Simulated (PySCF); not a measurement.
**C$_{5}$H$_{7}$, doublet, SMILES `CC=C1[CH]C1`: what the electrons do**

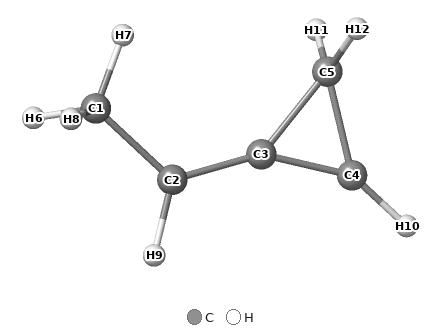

The molecule, with its atoms numbered as below. No frequency check shows the geometry to be a minimum.

Geometry (Å), atoms numbered from 1:

```
C1      -2.0399    0.3318    0.0000
C2      -0.9185   -0.6463    0.0007
C3       0.3786   -0.2816    0.0004
C4       1.7040   -0.5611   -0.0005
C5       1.3337    0.8736    0.0000
H6      -2.6595    0.2026   -0.8898
H7      -1.6626    1.3513    0.0217
H8      -2.6859    0.1743    0.8657
H9      -1.1760   -1.6967   -0.0011
H10      2.5048   -1.2554    0.0001
H11      1.4646    1.4624   -0.9041
H12      1.4669    1.4627    0.9037
```

### 1. Bonding charge

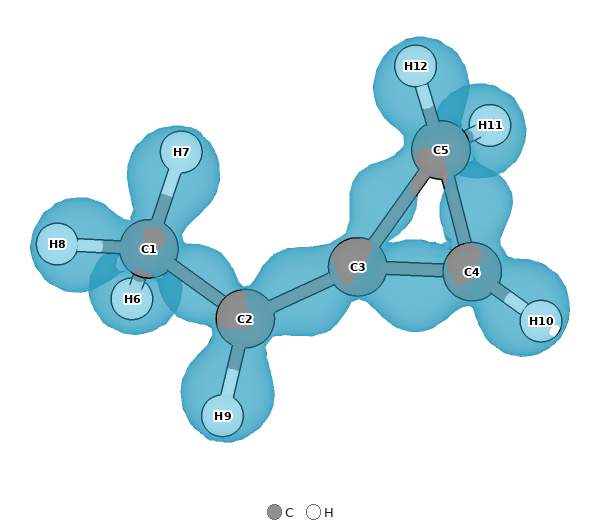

Deformation density (molecule less spherical, spin-averaged free atoms at the same positions), surfaces at ±0.15 e/Å³; light blue: gain, orange: loss.

Level of theory: PBE0/def2-SVPD (PySCF), at a geometry from GFN2-xTB. The stability of the open-shell solution wasn't checked. GFN2-xTB doesn't know the spin state, so this open-shell geometry is rough.

Question: Describe the bonding that the map shows.

Answer: The five largest and four smallest: C4–H10: +0.73 e/Å³ at the bond critical point (bond length 1.06 Å). C2–H9: +0.71 e/Å³ at the bond critical point (bond length 1.08 Å). C1–H7: +0.69 e/Å³ at the bond critical point (bond length 1.09 Å). C5–H11: +0.68 e/Å³ at the bond critical point (bond length 1.09 Å). C5–H12: +0.68 e/Å³ at the bond critical point (bond length 1.09 Å). C3–C4: +0.53 e/Å³ at the bond critical point (bond length 1.35 Å). C1–C2: +0.48 e/Å³ at the bond critical point (bond length 1.49 Å). C4–C5: +0.31 e/Å³ at the bond critical point (bond length 1.48 Å). C3–C5: +0.29 e/Å³ at the bond critical point (bond length 1.50 Å). In all, 2.6 electrons gather in the regions of gain relative to the promolecule.

Question: Where do the Hirshfeld charges lie?

Answer: The highest Hirshfeld charge is on H10 (+0.06 e), the lowest on C1 (−0.11 e).

### 2. Local ionisation energy

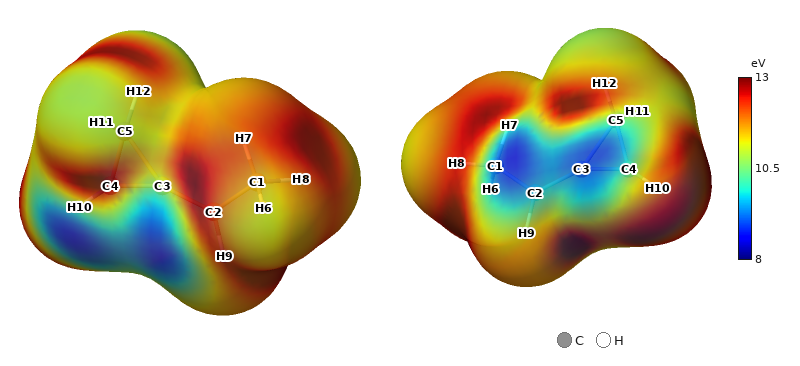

Average local ionisation energy on the surface of electron density 0.001 a.u. (back view left, front view right).

Question: Locate the minima of the map.

Answer: The lowest value is 8.8 eV, over C2, off the plane of its three bonds (2.0 Å). Further minima include 10.7 eV, 1.4 Å from H11, and at like points elsewhere. For comparison, the highest occupied orbital lies at −5.6 eV.

### 3. Spin density

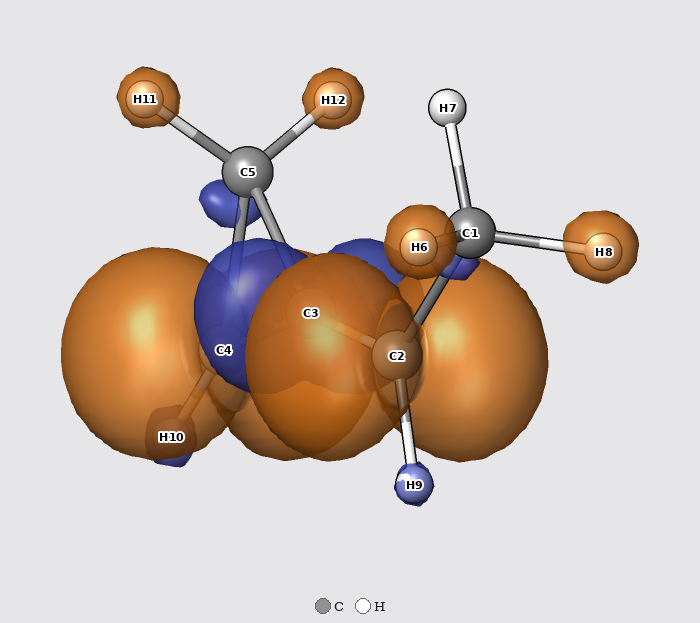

Spin density ρα − ρβ at ±0.03 e/Å³ (orange: excess α, blue: excess β).

Question: How is the spin shared among the atoms?

Answer: Hirshfeld spin populations: C4 +0.48 and C2 +0.36. Spin polarisation leaves negative spin on C3 (−0.04). ⟨S²⟩ = 0.78, against 0.75 for a pure state. The picture also shows regions of β spin from spin polarisation; the Hirshfeld sums, whose atoms overlap, net them against the α spin of neighbours.

### 4. In an electric field

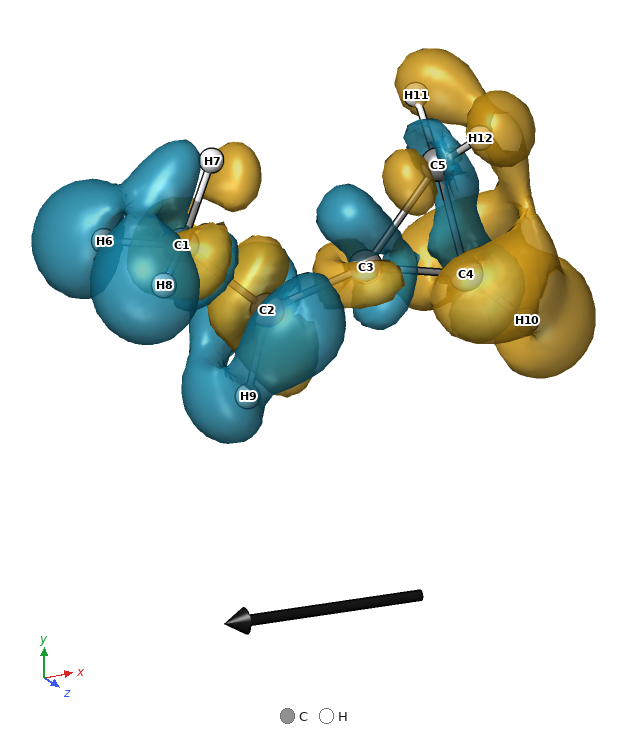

Change of the electron density in a uniform field of 0.21 V/Å along −x (arrow), surfaces at ±0.002 e/Å³ (yellow: gain, teal: loss).

PySCF calculation, BLYP/6-311+G**, gas phase; geometry: GFN2-xTB. The basis has diffuse s and p functions alone, which still leaves polarisabilities too small, most of all across bonds. The stability of the open-shell solution wasn't checked. GFN2-xTB doesn't know the spin state, so this open-shell geometry is rough.

The field was applied in both directions; the picture shows the one opposite to the script's first.

Question: What dipole is induced, and what polarisability does it imply?

Answer: The induced dipole is 0.92 D (along the field); α along this axis, from the fields in both directions, is 90 bohr³ (13.3 Å³).

### 5. Removing or adding an electron

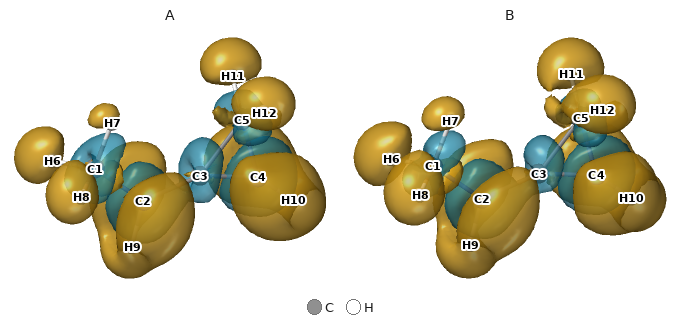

The two Fukui functions at ±0.015 e/Å³ (yellow positive, teal negative).

Computed with PySCF, PBE0/aug-cc-pVDZ, geometry: GFN2-xTB. GFN2-xTB doesn't know the spin state, so this open-shell geometry is rough.

Question: Why do the two look alike?

Answer: The electron leaves from or enters the same singly occupied orbital. A is f⁺, B is f⁻. f⁻ (Hirshfeld-condensed) is largest on C4 (0.23) and C2 (0.18); the vertical ionisation energy is 7.57 eV (to the singlet cation, which needn't be its lowest state). f⁺ (Hirshfeld-condensed) is largest on C4 (0.23) and C2 (0.17); the vertical electron affinity is 0.32 eV (to the singlet anion, which needn't be its lowest state; the anion's highest orbital has positive energy, so this value and f⁺ depend on the basis).
